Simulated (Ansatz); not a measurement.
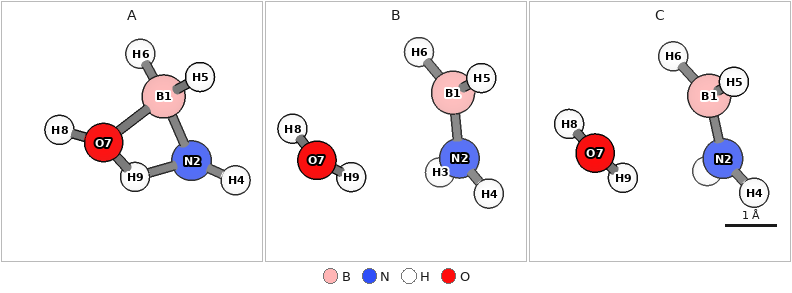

3 geometries from a converged minimum-energy path of BNH$_{6}$O, made up at the start of BNH$_{4}$ and H$_{2}$O, shuffled. Style: ball-and-stick. Shown at a tilt.

These are results of RHF/def2-SVP in Ansatz, not measurements. Set-up: 5 movable images; climbing image; force threshold 0.05 eV/Å; iteration limit 60; starting path through a guess of the saddle point.

> Which frame is the transition state?

A. In order along the path, whose images run from 0 to 6: B (image 0, 0.0 kcal/mol), C (image 1, +1.2 kcal/mol), A (image 3, +26.3 kcal/mol). Breaking: O7–H9 (0.95 → 1.17 at the top → 2.66 Å). Forming: B1–O7 (3.30 → 1.60 at the top → 1.42 Å), N2–H9 (2.54 → 1.32 at the top → 1.01 Å).

Limits of the set-up: the start holds two separate molecules, 2.5 Å apart at their closest, whose relative position is a soft coordinate and is computed without a dispersion correction; Hartree-Fock leaves out electron correlation.

The run took 35 s on 1 thread of Intel(R) Xeon(R) 6975P-C (Granite Rapids) (shared host), peak memory 0.15 GiB.
